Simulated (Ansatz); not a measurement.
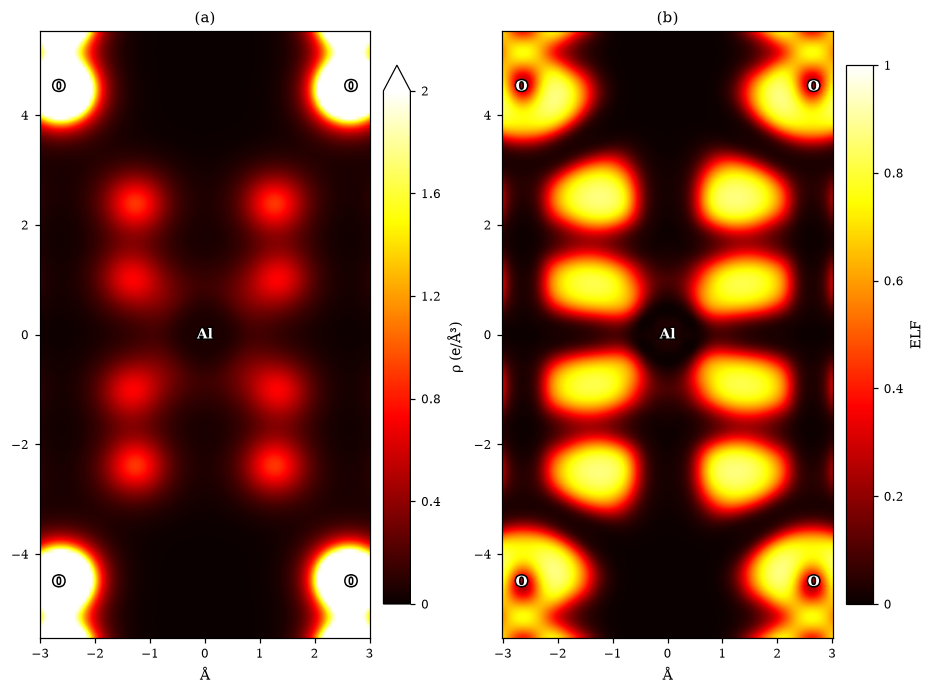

The picture shows: AlO$_{6}$. (a) valence charge density (pseudo); (b) ELF on the (100) plane of the conventional cell.

Space group R-3m; a generated structure, not necessarily the stable one; computed without spin polarisation.

Level of theory: DFT PBE, scalar-relativistic, plane waves, PAW in Ansatz 0.2.0.

Input file:

```
crystal:
  lattice:
    - [2.6622158046, 1.5370310114, 3.4495896523]
    - [-2.6622158046, 1.5370310114, 3.4495896523]
    - [0.0, -3.0740620228, 3.4495896523]
  atoms:
    - { symbol: Al, position: [0.0, 0.0, 0.0] }
    - { symbol: O, position: [0.0690509792, 0.5532529879, 0.0690509792] }
    - { symbol: O, position: [0.9309490208, 0.4467470121, 0.9309490208] }
    - { symbol: O, position: [0.5532529879, 0.0690509792, 0.0690509792] }
    - { symbol: O, position: [0.4467470121, 0.9309490208, 0.9309490208] }
    - { symbol: O, position: [0.0690509792, 0.0690509792, 0.5532529879] }
    - { symbol: O, position: [0.9309490208, 0.9309490208, 0.4467470121] }
basis:
  ecutwfc: 420
kpoints:
  mp_grid: { grid: [6, 6, 6] }
  band_path:
    path:
      - [[0.0, 0.0, 0.0], [0.5, 0.5, 0.5], [0.70097871, 0.29902129, 0.5]]
      - [[0.5, -0.29902129, 0.29902129], [0.5, 0.0, 0.0], [0.0, 0.0, 0.0], [0.39951065, -0.39951065, 0.0]]
      - [[0.60048935, 0.0, 0.39951065], [0.5, 0.0, 0.5], [0.0, 0.0, 0.0]]
    npoints: 14
hamiltonian:
  xc: pbe
scf:
  occupations: { method: gaussian, width: 0.1 }
  n_extra_bands: 17
output:
  forces: true
  stress: true
  eigenvalues: true
  populations: true
  dos: { projected: true, de: 0.02, nscf_kmesh: { grid: [8, 8, 8] } }
  bader: true
  write_density: true
  write_potential: true
  elf: true
  volumetric_format: npy
```

Run with:

```sh
ansatz run input.yaml --threads 1 --pin off --max-ram 2560MiB --backend cpu --events-out ev --progress --plain --runs-dir out
```

Below, planes, directions and counts refer to the conventional cell (a = 5.32 Å, b = 5.32 Å, c = 10.35 Å, α = 90.00°, β = 90.00°, γ = 120.00°).

> Read the bonding off the picture.

- The section cuts through Al and O sites.
- Atoms just off the plane (O, 0.7 Å away) can leave unmarked features too.
- The density dies away to nearly zero in the voids.
- The ELF also peaks beside O, away from the bonds: lone-pair regions.

> How much charge does the calculation move between the atoms?

Electrons move from Al towards O. Bader charges: Al +2.53 and O −0.42 e.
